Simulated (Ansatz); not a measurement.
## Electronic structure of C2H7NSi2 in real space

Input

```
crystal:
  periodic: [false, false, false]
  atoms:
    - { symbol: C, position_ang: [2.6927, -1.3434, 0.3219] }
    - { symbol: C, position_ang: [1.9742, -0.3814, 0.2942] }
    - { symbol: Si, position_ang: [0.8626, 1.1285, 0.2504] }
    - { symbol: Si, position_ang: [-1.361, 0.4394, 0.1597] }
    - { symbol: "N", position_ang: [-1.7672, -0.5602, -1.1616] }
    - { symbol: H, position_ang: [3.3356, -2.1937, 0.3451] }
    - { symbol: H, position_ang: [1.0852, 1.9514, 1.4715] }
    - { symbol: H, position_ang: [1.1982, 1.9695, -0.9318] }
    - { symbol: H, position_ang: [-2.2855, 1.595, 0.0967] }
    - { symbol: H, position_ang: [-1.7123, -0.3647, 1.3528] }
    - { symbol: H, position_ang: [-2.7556, -0.7963, -1.1092] }
    - { symbol: H, position_ang: [-1.2668, -1.4441, -1.0897] }
basis:
  gaussian:
    orbitals: def2-TZVP
hamiltonian:
  xc: pbe
output:
  orbitals: {}
```

Command:

```sh
python energy.py
```

Computed with Ansatz, SCF PBE, Gaussian basis.

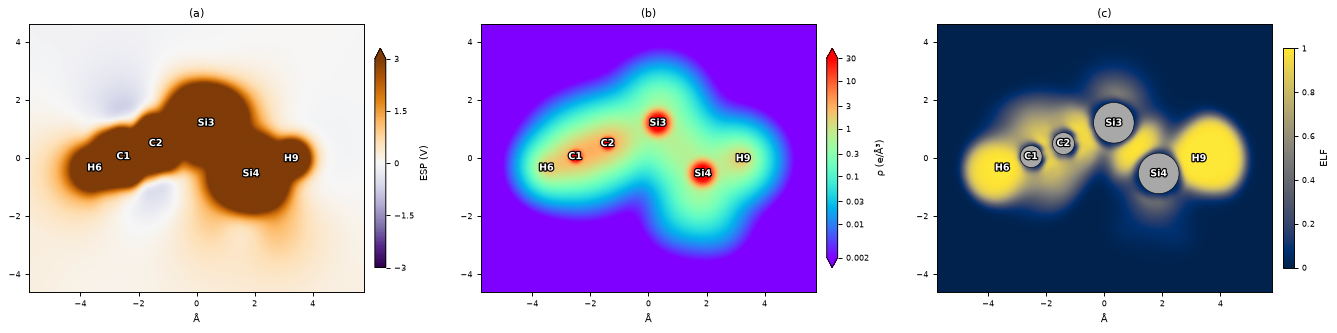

Figure 1. (a) molecular electrostatic potential; (b) electron density; (c) ELF on the plane of atoms C2, Si3 and Si4. Grey discs cover the atomic cores in the ELF map.

### Interpret the plot.

The section cuts through C, Si and H sites. C–C (1.20 Å): the density is about 2.9 e/Å³ at the midpoint; the ELF peaks at about 0.85 between the atoms (a short, multiple covalent bond). C–Si (1.88 Å): the density is about 0.89 e/Å³ at the midpoint; the ELF peaks at about 0.95 between the atoms; a covalent bond. Si–Si (2.33 Å): the density is about 0.64 e/Å³ at the midpoint; the ELF peaks at about 1 between the atoms, as expected for a shared electron pair. C–H (1.07 Å): ρ is about 2.1 e/Å³ halfway; the ELF climbs to about 1 towards the hydrogen, as it does in any bond to H (an ordinary covalent bond to hydrogen). Si–H (1.48 Å): ρ at the midpoint is about 0.81 e/Å³; the ELF climbs to about 1 towards the hydrogen. Outside the dense part of the molecule the potential is most negative (−0.7 V) near C1.

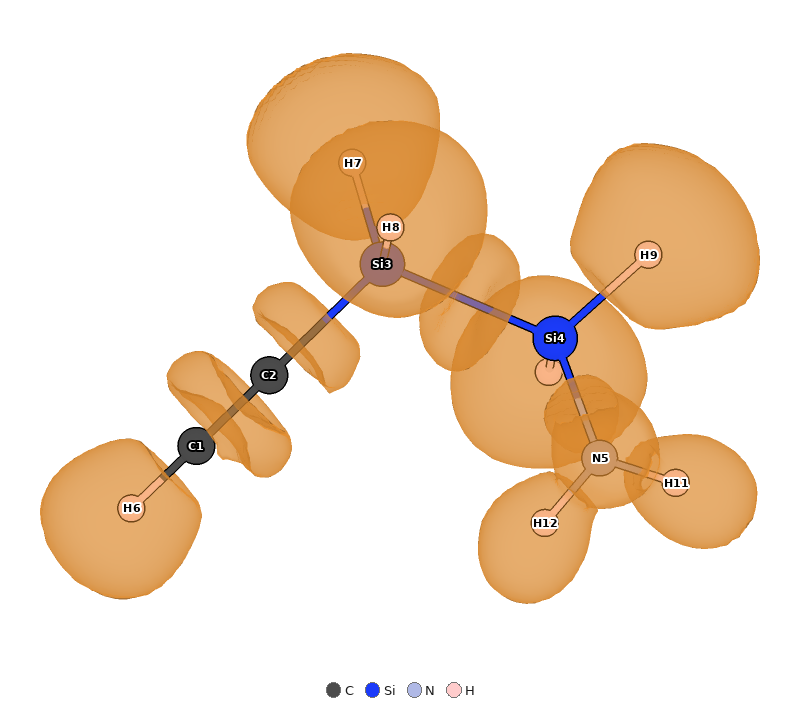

Figure 2. Isosurface of the ELF at 0.8 (orange), seen across its widest extent. Core shells and regions of very low density are left out.

### Describe the localisation domains.

The surface consists of one region between bonded C–C atoms (shared pairs), one region between bonded C–Si atoms (shared pairs), one region between bonded Si–Si atoms (shared pairs), five regions around hydrogen nuclei and one joined region spread over several atoms (H, N), in which their bonds and any lone pairs are merged. Along the contacts the grid gives the following. Si–N (1.71 Å): the ELF peaks at about 0.90 between the atoms (a polar covalent bond).

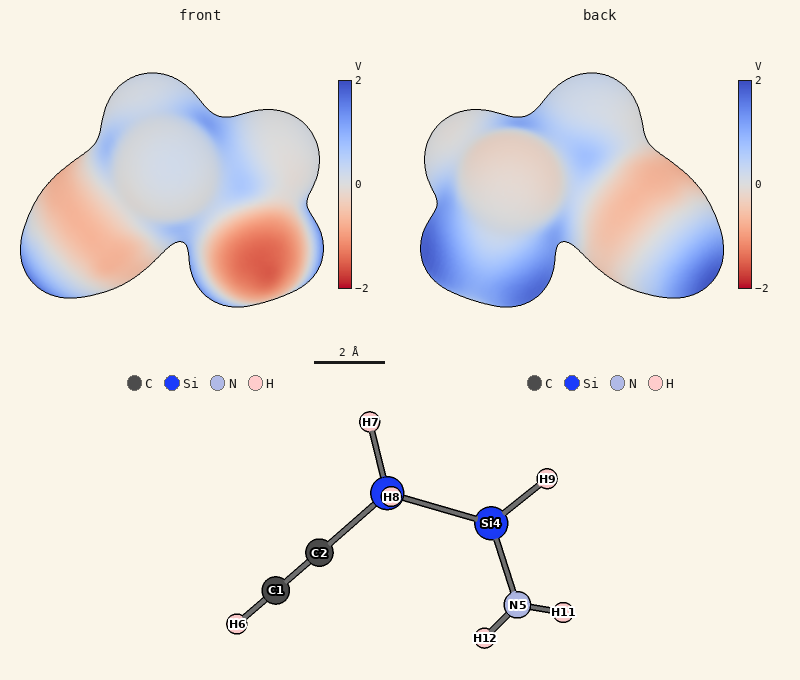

Figure 3. The molecular electrostatic potential painted on the density surface at 0.002 e/bohr³, seen from the front and from behind; red is negative and blue positive. The bare structure is drawn below in the same view.

### Where is the surface potential most negative and most positive?

The most negative region (about −1.5 V, or −35 kcal/mol for a unit charge) lies over N5, the most positive (about +1.8 V, or +42 kcal/mol for a unit charge) over H6 and H11. N5 is the likeliest acceptor of a hydrogen bond.
